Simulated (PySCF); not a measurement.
The calculation's input:

```
{"job": {"kind": "epr", "basis": "pcH-1"}, "charge": 0, "multiplicity": 2}
N     -2.929486    -0.620146    -0.672736
C     -1.944515    -0.174505    -0.284225
C     -0.745370     0.364470     0.199713
F     -0.819370     1.550261     0.836256
C      0.459469    -0.246517     0.044811
C      1.315685    -1.407020    -0.154583
C      1.856044    -0.159829    -0.042648
F      2.816600     0.702698     0.048847
```

Command:

```sh
OMP_NUM_THREADS=1 python probes_run.py task.json out
```

Geometry: GFN2-xTB.

Computed with UKS B3LYP, pcH-1 on C F N, non-relativistic, mean-field spin-orbit, GIAO (PySCF 2.14.0, density-fitted response routines).

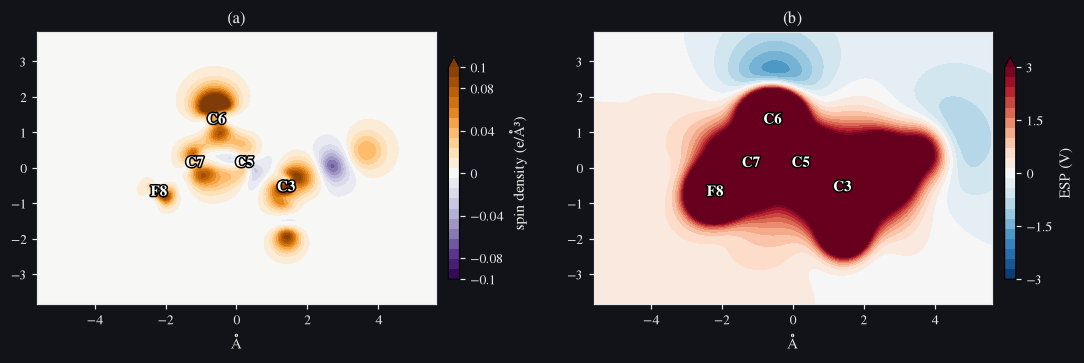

C5F2N (SMILES N#C/C(F)=C1[C]=C\1F) (doublet). (a) spin density (α minus β); (b) molecular electrostatic potential on the plane of atoms C3, C5 and C6.

### What do the fields say about this system?

- The plane passes through C and F nuclei.
- The unpaired spin (1 electron) lies mostly on C3 (about 0.3), C6 (about 0.2), N1 (about 0.2), C7 (about 0.1), F4 (about 0.1) and C5 (about 0.1), in electrons by Hirshfeld's partition.
- Outside the dense part of the molecule the potential is most negative (−1.7 V) near C6.
